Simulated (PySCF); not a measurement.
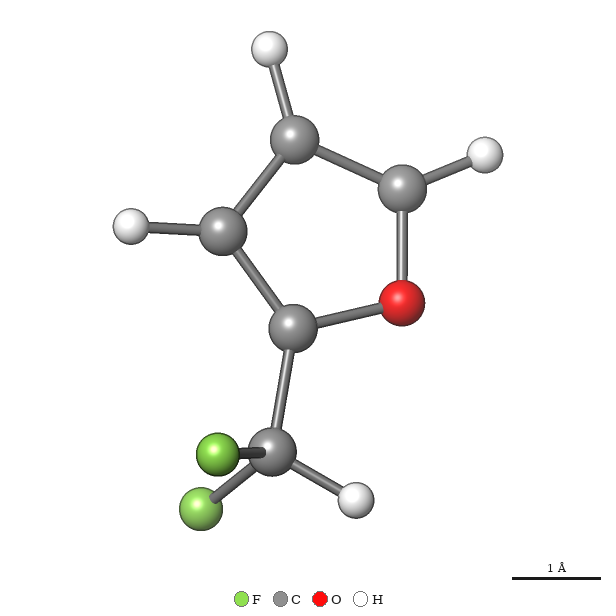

The picture shows a molecular structure as a ball-and-stick model. Every bond is drawn as one stick, whatever its order.

The computed structure is the end point of a PBE0-D3(BJ)/def2-SVP optimisation. No frequency run is at hand to confirm it as a minimum.

Identify the structure.

The molecule is C5H4F2O. Its SMILES string is `FC(F)c1ccco1`. Independent rings (smallest set): 1 of 5 members, 1 of them aromatic. Among its groups: C–F bond. The point group is C1. Coordination: 1 C tetrahedral; 4 C trigonal planar; 1 O bent.

More results for the same structure follow; atom numbers are the same in all pictures, views and colours differ.

## Shape

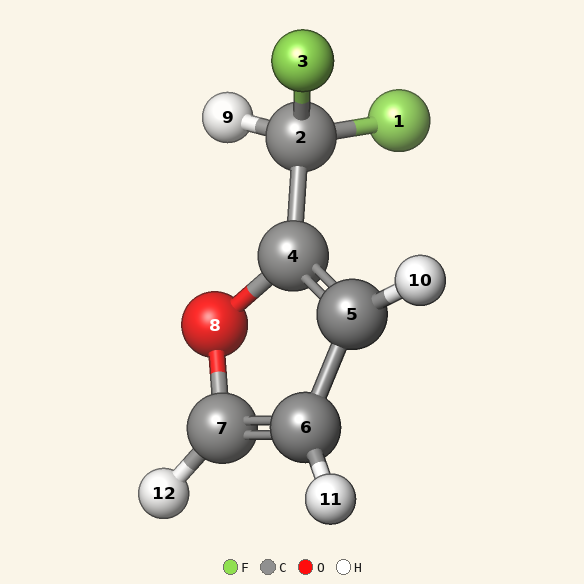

Numbered structure. No frequency run is at hand to confirm it as a minimum.

List the bonds and their lengths.

| bond | length (Å) | order |
| --- | --- | --- |
| F1–C2 | 1.354 | single |
| C2–F3 | 1.351 | single |
| C2–C4 | 1.487 | single |
| C2–H9 | 1.104 | single |
| C4–C5 | 1.364 | aromatic |
| C4–O8 | 1.350 | aromatic |
| C5–C6 | 1.427 | aromatic |
| C5–H10 | 1.087 | single |
| C6–C7 | 1.364 | aromatic |
| C6–H11 | 1.088 | single |
| C7–O8 | 1.346 | aromatic |
| C7–H12 | 1.087 | single |

## Levels of theory compared

No frequency run is at hand to confirm it as a minimum. Program: PySCF 2.14.0.

Tabulate HOMO–LUMO gap (eV), dipole (D), HOMO energy (eV) at these levels: B3LYP/pcJ-1; CAM-B3LYP/def2-SVPD; KT2/pcSseg-2; PBE0/pcSseg-1.

```csv
level,HOMO–LUMO gap (eV),dipole (D),HOMO energy (eV)
B3LYP/pcJ-1,6.31,2.33,−6.91
CAM-B3LYP/def2-SVPD,9.06,2.44,−8.48
KT2/pcSseg-2,4.64,2.27,−6.05
PBE0/pcSseg-1,6.75,2.31,−7.15
```

## Quadrupole coupling

No frequency run is at hand to confirm it as a minimum. Electric field gradients from the ground-state density, PBE0/pcSseg-1 (PySCF 2.14.0), non-relativistic apart from any core potentials.

Give the largest field-gradient component, the quadrupole coupling constant and the asymmetry for 17O at O8 (Q = −25.6 mb).

```
atom  V_zz (a.u.)  e²qQ/h (MHz)     η
  O8        1.429         −8.60  0.00
```

## Core levels

No frequency run is at hand to confirm it as a minimum. Level of theory: delta-SCF UKS SCAN, pcX-2 on the ionised atom, pcseg-1 elsewhere, spin-free X2C (PySCF 2.14.0).

Give the core-electron binding energies (to vacuum) of F1 1s, C2 1s, C4 1s, C5 1s, C6 1s, C7 1s, O8 1s.

| atom | level | binding energy (eV) |
| --- | --- | --- |
| F1 | 1s | 693.0 |
| C2 | 1s | 295.9 |
| C4 | 1s | 292.1 |
| C5 | 1s | 290.9 |
| C6 | 1s | 290.9 |
| C7 | 1s | 292.1 |
| O8 | 1s | 540.5 |
